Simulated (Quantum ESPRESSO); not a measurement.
# Collinear magnetic orders of Sb2Pd with Quantum ESPRESSO, part 2 of 2

Aim: find out which collinear order of Sb2Pd costs least.

Quantum ESPRESSO 7.5; LDA; plane waves with GBRV 1.5 LDA potentials, no spin-orbit coupling.

So far: The starting structure; Start 1: ferro ++++.

**3. Run 2, typed as antiferro ++−−**

pw.in reads:

```
&CONTROL
  calculation = 'scf'
  prefix = 'pwscf'
  outdir = './tmp'
  pseudo_dir = './pseudo'
  disk_io = 'nowf'
/
&SYSTEM
  ibrav = 0
  celldm(1) = 8
  nat = 12
  ntyp = 3
  ecutwfc = 40
  ecutrho = 280
  nbnd = 112
  occupations = 'smearing'
  smearing = 'fd'
  degauss = 0.00734986
  nspin = 2
  starting_magnetization(1) = 0
  starting_magnetization(2) = 0.0375
  starting_magnetization(3) = -0.0375
/
&ELECTRONS
  conv_thr = 2.4d-08
  electron_maxstep = 150
  mixing_beta = 0.3
/
ATOMIC_SPECIES
Sb    121.7600 sb_lda_v1.4.uspp.F.UPF
Pd1   106.4200 pd_lda_v1.4.uspp.F.UPF
Pd2   106.4200 pd_lda_v1.4.uspp.F.UPF
CELL_PARAMETERS alat
   1.5255759004104    0.0000000000000    0.0000000000000
   0.0000000000000    1.5255759004104    0.0000000000000
   0.0000000000000    0.0000000000000    1.5255759004104
ATOMIC_POSITIONS crystal
Sb      0.3710000000    0.3710000000    0.3710000000
Sb      0.1290000000    0.6290000000    0.8710000000
Sb      0.8710000000    0.1290000000    0.6290000000
Sb      0.6290000000    0.8710000000    0.1290000000
Sb      0.6290000000    0.6290000000    0.6290000000
Sb      0.8710000000    0.3710000000    0.1290000000
Sb      0.1290000000    0.8710000000    0.3710000000
Sb      0.3710000000    0.1290000000    0.8710000000
Pd1     0.0000000000    0.0000000000    0.0000000000
Pd1     0.5000000000    0.0000000000    0.5000000000
Pd2     0.5000000000    0.5000000000    0.0000000000
Pd2     0.0000000000    0.5000000000    0.5000000000
K_POINTS automatic
4 4 4 0 0 0
```

Command:

```bash
$ OMP_NUM_THREADS=1 mpirun -n 4 pw.x -nk 4 -in pw.in > pw.out
```

Log:

```text
[banner, memory and clock lines left out]
Program PWSCF v.7.5 starts

     Message from routine setup:
     using ibrav=0 with symmetry is DISCOURAGED, use correct ibrav instead

     bravais-lattice index     =            0
     lattice parameter (alat)  =       8.0000  a.u.
     unit-cell volume          =    1817.9060 (a.u.)^3
     number of atoms/cell      =           12
     number of atomic types    =            3
     number of electrons       =       184.00
     number of Kohn-Sham states=          112
     kinetic-energy cutoff     =      40.0000  Ry
     charge density cutoff     =     280.0000  Ry
     scf convergence threshold =      2.4E-08
     mixing beta               =       0.3000
     number of iterations used =            8  plain     mixing
     Exchange-correlation=  SLA  PZ   NOGX NOGC
                           (   1   1   0   0   0   0   0)

     celldm(1)=   8.000000  celldm(2)=   0.000000  celldm(3)=   0.000000
     celldm(4)=   0.000000  celldm(5)=   0.000000  celldm(6)=   0.000000

     crystal axes: (cart. coord. in units of alat)
               a(1) = (   1.525576   0.000000   0.000000 )
               a(2) = (   0.000000   1.525576   0.000000 )
               a(3) = (   0.000000   0.000000   1.525576 )

     reciprocal axes: (cart. coord. in units 2 pi/alat)
               b(1) = (  0.655490  0.000000  0.000000 )
               b(2) = (  0.000000  0.655490  0.000000 )
               b(3) = (  0.000000  0.000000  0.655490 )

     PseudoPot. # 1 for Sb read from file:
     sb_lda_v1.4.uspp.F.UPF
     Pseudo is Ultrasoft + core correction, Zval = 15.0

     PseudoPot. # 2 for Pd read from file:
     pd_lda_v1.4.uspp.F.UPF
     Pseudo is Ultrasoft + core correction, Zval = 16.0

     PseudoPot. # 3 for Pd read from file:
     pd_lda_v1.4.uspp.F.UPF
     Pseudo is Ultrasoft + core correction, Zval = 16.0

     atomic species   valence    mass     pseudopotential
     Sb               15.00   121.76000     Sb( 1.00)
     Pd1              16.00   106.42000     Pd( 1.00)
     Pd2              16.00   106.42000     Pd( 1.00)

     Starting magnetic structure
     atomic species   magnetization
     Sb              0.000
     Pd1             0.037
     Pd2            -0.037

      4 Sym. Ops., with inversion, found ( 2 have fractional translation)

   Cartesian axes

     site n.     atom                  positions (alat units)
         1        Sb     tau(   1) = (   0.5659887   0.5659887   0.5659887  )
         2        Sb     tau(   2) = (   0.1967993   0.9595872   1.3287766  )
         3        Sb     tau(   3) = (   1.3287766   0.1967993   0.9595872  )
         4        Sb     tau(   4) = (   0.9595872   1.3287766   0.1967993  )
         5        Sb     tau(   5) = (   0.9595872   0.9595872   0.9595872  )
         6        Sb     tau(   6) = (   1.3287766   0.5659887   0.1967993  )
         7        Sb     tau(   7) = (   0.1967993   1.3287766   0.5659887  )
         8        Sb     tau(   8) = (   0.5659887   0.1967993   1.3287766  )
         9        Pd1    tau(   9) = (   0.0000000   0.0000000   0.0000000  )
        10        Pd1    tau(  10) = (   0.7627880   0.0000000   0.7627880  )
        11        Pd2    tau(  11) = (   0.7627880   0.7627880   0.0000000  )
        12        Pd2    tau(  12) = (   0.0000000   0.7627880   0.7627880  )

     number of k points=    30  Fermi-Dirac smearing, width (Ry)=  0.0073
                       cart. coord. in units 2pi/alat
        k(    1) = (   0.0000000   0.0000000   0.0000000), wk =   0.0156250
        k(    2) = (   0.0000000   0.0000000   0.1638725), wk =   0.0312500
        k(    3) = (   0.0000000   0.0000000  -0.3277451), wk =   0.0156250
        k(    4) = (   0.0000000   0.1638725   0.1638725), wk =   0.0625000
        k(    5) = (   0.0000000   0.1638725  -0.3277451), wk =   0.0312500
        [... 25 further k-points ...]

     Dense  grid:   143761 G-vectors     FFT dimensions: (  72,  72,  72)

     Smooth grid:    62213 G-vectors     FFT dimensions: (  50,  50,  50)

     Check: negative core charge=   -0.000003
     Generating pointlists ...
     new r_m :   0.2602 (alat units)  2.0814 (a.u.) for type    1
     new r_m :   0.2602 (alat units)  2.0814 (a.u.) for type    2
     new r_m :   0.2602 (alat units)  2.0814 (a.u.) for type    3

     Initial potential from superposition of free atoms

     starting charge     173.9999, renormalised to     184.0000

     negative rho (up, down):  1.588E-01 1.588E-01
     Starting wfcs are  120 randomized atomic wfcs

     Self-consistent Calculation

     iteration #  1     ecut=    40.00 Ry     beta= 0.30
     Davidson diagonalization with overlap
     ethr =  1.00E-02,  avg # of iterations =  6.2

     negative rho (up, down):  1.530E-01 1.530E-01

     total energy              =   -2259.62501292 Ry
     estimated scf accuracy    <      46.22836025 Ry

     total magnetization       =     0.00 Bohr mag/cell
     absolute magnetization    =     0.93 Bohr mag/cell

     iteration #  2     ecut=    40.00 Ry     beta= 0.30
     Davidson diagonalization with overlap
     ethr =  1.00E-02,  avg # of iterations =  2.0

     negative rho (up, down):  1.563E-01 1.563E-01

     total energy              =   -2271.61959910 Ry
     estimated scf accuracy    <      11.63223285 Ry

     total magnetization       =     0.00 Bohr mag/cell
     absolute magnetization    =     0.11 Bohr mag/cell

     [... further iterations left out ...]

     iteration # 13     ecut=    40.00 Ry     beta= 0.30
     Davidson diagonalization with overlap
     ethr =  6.56E-10,  avg # of iterations =  2.0

     negative rho (up, down):  1.577E-01 1.577E-01

     total energy              =   -2272.08362586 Ry
     estimated scf accuracy    <       0.00000007 Ry

     total magnetization       =     0.00 Bohr mag/cell
     absolute magnetization    =     0.00 Bohr mag/cell

     iteration # 14     ecut=    40.00 Ry     beta= 0.30
     Davidson diagonalization with overlap
     ethr =  4.06E-11,  avg # of iterations =  2.0

     negative rho (up, down):  1.577E-01 1.577E-01

     Magnetic moment per site  (integrated on atomic sphere of radius R)
     atom   1 (R=0.260)  charge= 12.1416  magn=  0.0000
     atom   2 (R=0.260)  charge= 12.1416  magn=  0.0000
     atom   3 (R=0.260)  charge= 12.1416  magn= -0.0000
     atom   4 (R=0.260)  charge= 12.1416  magn= -0.0000
     atom   5 (R=0.260)  charge= 12.1416  magn=  0.0000
     atom   6 (R=0.260)  charge= 12.1416  magn=  0.0000
     atom   7 (R=0.260)  charge= 12.1416  magn= -0.0000
     atom   8 (R=0.260)  charge= 12.1416  magn= -0.0000
     atom   9 (R=0.260)  charge= 14.3285  magn=  0.0000
     atom  10 (R=0.260)  charge= 14.3285  magn=  0.0000
     atom  11 (R=0.260)  charge= 14.3285  magn= -0.0000
     atom  12 (R=0.260)  charge= 14.3285  magn= -0.0000

     End of self-consistent calculation

     [... lines left out ...]
     the Fermi energy is    13.1141 ev

!    total energy              =   -2272.08362587 Ry
     estimated scf accuracy    <       0.00000002 Ry
     smearing contrib. (-TS)   =      -0.00681029 Ry
     internal energy E=F+TS    =   -2272.07681559 Ry

     The total energy is F=E-TS. E is the sum of the following terms:
     one-electron contribution =    -869.10529105 Ry
     hartree contribution      =     555.72715252 Ry
     xc contribution           =    -472.31643611 Ry
     ewald contribution        =   -1486.38224094 Ry

     total magnetization       =     0.00 Bohr mag/cell
     absolute magnetization    =     0.00 Bohr mag/cell

     convergence has been achieved in  14 iterations
```

Wall time 6.5 min (4 MPI ranks of Arm Neoverse V2, shared host); peak memory 1.8 GiB.

The spin moment in the atom's sphere vanishes on all atoms.

Read from the output:

```yaml
smearing_term_ts: 0.09266 eV
magnetization: 0 μB
absolute_magnetization: 0 μB
final_state: non-magnetic
```

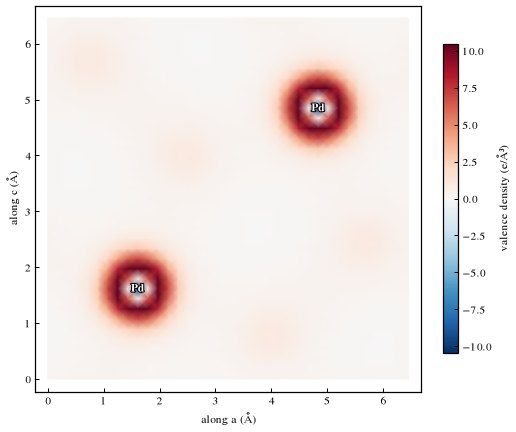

Valence density in the ac plane at fractional y = 0.000, with atoms of Pd within 0.2 Å of it. It is the smooth field of the valence electrons, not physical close to the nuclei. The map starts off the cell's origin, so that atoms lie inside it.

**4. Run 3, typed as ferri +++−**

Edit pw.in of step 3 so:

```diff
@@ -47,3 +47,3 @@
 Pd1     0.5000000000    0.0000000000    0.5000000000
-Pd2     0.5000000000    0.5000000000    0.0000000000
+Pd1     0.5000000000    0.5000000000    0.0000000000
 Pd2     0.0000000000    0.5000000000    0.5000000000
```

Log:

```text
     [... lines left out ...]
Program PWSCF v.7.5 starts
     [... lines left out ...]
     number of atoms/cell      =           12
     [... lines left out ...]
     number of electrons       =       184.00
     number of Kohn-Sham states=          112
     kinetic-energy cutoff     =      40.0000  Ry
     charge density cutoff     =     280.0000  Ry
     scf convergence threshold =      2.4E-08
     [... lines left out ...]
      6 Sym. Ops., with inversion, found ( 4 have fractional translation)
     [... lines left out ...]
     number of k points=    14  Fermi-Dirac smearing, width (Ry)=  0.0073
     [... lines left out ...]
     iteration # 15     ecut=    40.00 Ry     beta= 0.30
     [... lines left out ...]
     Magnetic moment per site  (integrated on atomic sphere of radius R)
     atom   1 (R=0.260)  charge= 12.1416  magn= -0.0000
     atom   2 (R=0.260)  charge= 12.1416  magn= -0.0000
     atom   3 (R=0.260)  charge= 12.1416  magn= -0.0000
     atom   4 (R=0.260)  charge= 12.1416  magn= -0.0000
     atom   5 (R=0.260)  charge= 12.1416  magn= -0.0000
     atom   6 (R=0.260)  charge= 12.1416  magn= -0.0000
     atom   7 (R=0.260)  charge= 12.1416  magn= -0.0000
     atom   8 (R=0.260)  charge= 12.1416  magn= -0.0000
     atom   9 (R=0.260)  charge= 14.3284  magn=  0.0000
     atom  10 (R=0.260)  charge= 14.3284  magn=  0.0000
     atom  11 (R=0.260)  charge= 14.3284  magn=  0.0000
     atom  12 (R=0.260)  charge= 14.3284  magn=  0.0000
     [... lines left out ...]
     the Fermi energy is    13.1141 ev
!    total energy              =   -2272.08362589 Ry
     estimated scf accuracy    <          1.2E-10 Ry
     smearing contrib. (-TS)   =      -0.00681030 Ry
     [... lines left out ...]
     total magnetization       =    -0.00 Bohr mag/cell
     absolute magnetization    =     0.00 Bohr mag/cell
     convergence has been achieved in  15 iterations
```

Wall time 3.4 min (4 MPI ranks); peak memory 1.5 GiB; 14 min of CPU time.

The spin moment in the atom's sphere vanishes on all atoms.

Numbers from this step:

* smearing term TS: 0.09266 eV
* magnetization: 0 μB
* absolute magnetization: 0 μB
* final state: non-magnetic

**5. Energies of the orders**

An order is kept where moments of 0.15 μB or more survive with the typed signs; meshes match where a doubled cell samples the same k points as the first cell.

Orders:

| start | final state | typed order kept | energy over the lowest (meV a seeded atom) | largest site moment (μB) | net moment (μB a cell of the first run) | mesh matched | CPU time (s) |
| --- | --- | --- | --- | --- | --- | --- | --- |
| ferro ++++ | non-magnetic | no | 0 | 0 | 0 | yes | 616.8 |
| antiferro ++-- | non-magnetic | no | 0 | 0 | 0 | yes | 1555 |
| ferri +++- | non-magnetic | no | 0 | 0 | 0 | yes | 823.5 |

**6. What came out**

```json
{"lowest state found": "non-magnetic (from ferro ++++, antiferro ++-- and ferri +++-)", "largest site moment": "0 μB"}
```

In words: The lowest state carries no moment, and no start kept one. This is the lowest of 3 collinear or spinless starts, no proof of the ground state. Energies are free energies at an electronic temperature of 1160 K, which lowers moments and differences where the moments are itinerant.

[Logs and program files are shortened in this print: banners, set-up blocks, solver, clock and traceback lines can be left out without a mark of their own.]

[Logs are printed without paths, hosts, clocks, repeated set-up lines and the standing remarks that a program may print on its own settings, such as how far it seeks lower states.]

[Hosts, paths, dates, database ids (printed as entryN), source tags and the programs' standing remarks are cut or masked in the printed files.]

[Where a cell is said to come from a database of computed structures, the database is the Materials Project.]
